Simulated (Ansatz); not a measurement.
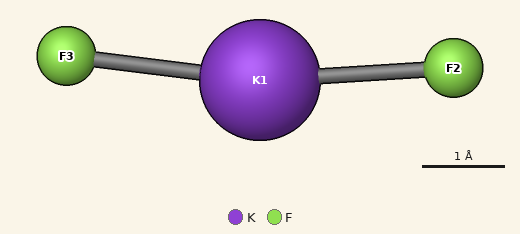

Figure 1. The input geometry (ball-and-stick view, seen at an oblique angle; atoms are numbered from 1 in the order of the input). Sticks mark near contacts. Bond lengths as drawn: F–K 2.40 Å.

**Run report: KF2 (charge −1), single-point calculation**

System: KF2, charge −1, multiplicity 3.
Method: UKS PBE with 10 % exact exchange/def2-TZVPD (Ansatz 0.2.0).

The geometry comes from this level: PBE-D4/def2-TZVPD.

**What the program printed**
```
Functional definition: unnamed
  exchange = 0.90*pbe_x + 0.10*exact_x
  correlation = pbe_c
these checks for a lower state are left out or cut short: starts
724 factors; their error is unknown
mean field evaluation 1: about -21749.7433 eV, gradient 3.6e0 eV
mean field evaluation 2: about -21749.7733 eV, gradient 4.1e-2 eV
mean field evaluation 4: about -21749.8041 eV, gradient 1.0e-3 eV
mean field evaluation 8: about -21749.8041 eV, gradient 2.8e-5 eV
mean field -21749.80407560 eV, -799.2905572318 hartree, gradient 8.8e-6 eV, S^2 2.004483; 0 other end points of the search recorded, 0 dependent functions left out
reference -21749.80411044 eV, -799.2905585120 hartree; 20, 18 occupied and 96, 98 virtual orbitals, 724 factors
Total energy: -21749.80411044 eV, -799.2905585120 hartree
Checks for a lower state left out: starts
```

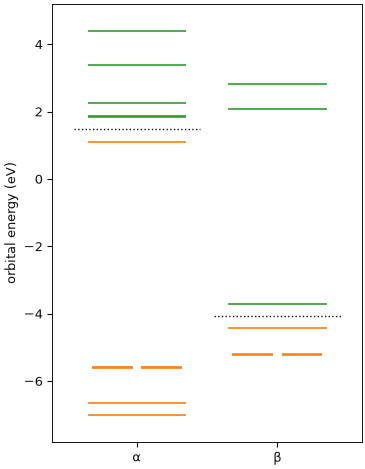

Figure 2. Orbital energies near the frontier for α and β spins; the dotted line parts filled from empty levels, and levels within 0.02 eV of each other stand side by side. α: highest filled 1.11 eV, lowest empty 1.84 eV, 0.73 eV apart; β: highest filled −4.43 eV, lowest empty −3.72 eV, 0.71 eV apart.

The run was set up as follows.

**Input file**
```yaml
crystal:
  periodic: [false, false, false]
  atoms:
    - {symbol: K, position_ang: [-0.116051, -0.007548, 0.096774]}
    - {symbol: F, position_ang: [1.596900, -0.205425, 1.771908]}
    - {symbol: F, position_ang: [-1.480849, 0.212973, -1.868682]}
basis:
  gaussian: {orbitals: def2-TZVPD, initial_orbitals: start.molden}
total_charge: -1
magnetization: {spin_polarized: true, initial_magnetization: 2}
hamiltonian: {xc: {text: "exchange = 0.90*pbe_x + 0.10*exact_x\ncorrelation = pbe_c"}}
scf: {omitted_lower_state_checks: [starts]}
output: {orbitals: {seedname: orbitals}}
```

Launch command:
```bash
ansatz run in.yaml --threads 4 --pin off --events-out ev --progress --plain --max-ram 3916MiB
```

**Results in brief**

- outcome: converged
- total energy: −21749.8041 eV
- ⟨S²⟩: 2.004
- SCF solution under orbital rotations: stable
- HOMO (either spin): 1.11 eV
- LUMO (either spin): −3.72 eV
- hardware: 4 threads of Arm Neoverse V2, 23 GiB of memory available, shared host
- wall time: 2.6 s (CPU time 9.8 s)
- peak memory: 0.32 GiB

**Notes**

The highest filled orbital lies above zero: either the extra electron isn't bound at this level, or the self-interaction error of the functional lifts the level.
